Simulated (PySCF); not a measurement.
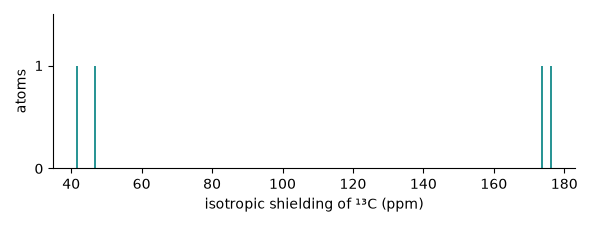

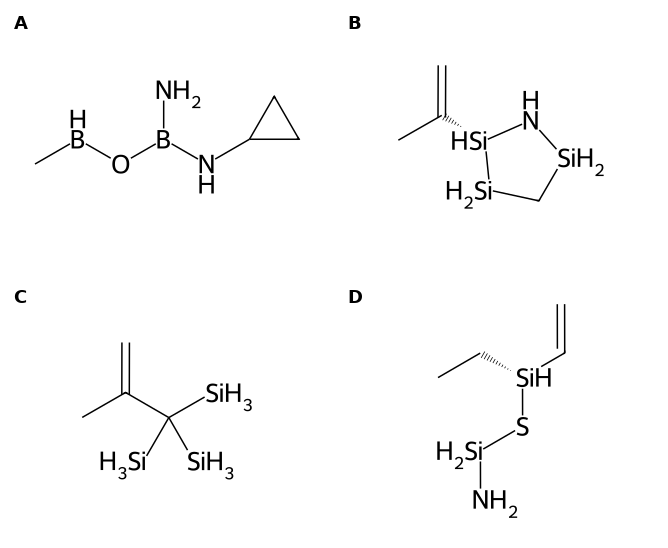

The sticks are computed shieldings of one of the molecules, for one fixed geometry (GFN2-xTB) without averaging over rotations. Low shielding means a high chemical shift. Method: GIAO PBE0/pcSseg-1 NMR shielding, non-relativistic, gas phase (PySCF 2.14.0).

Question: Which molecule gives this pattern?

Answer: D, `C=C[Si@@H](CC)S[SiH2]N`. Its 4 C atoms give lines at 41.6, 46.9, 173.6, 176.3 ppm.

The geometry is semi-empirical. Around B, Si such bond lengths and angles can be off by a tenth of an ångström or more and by several degrees, and values that hang on the shape move with them.
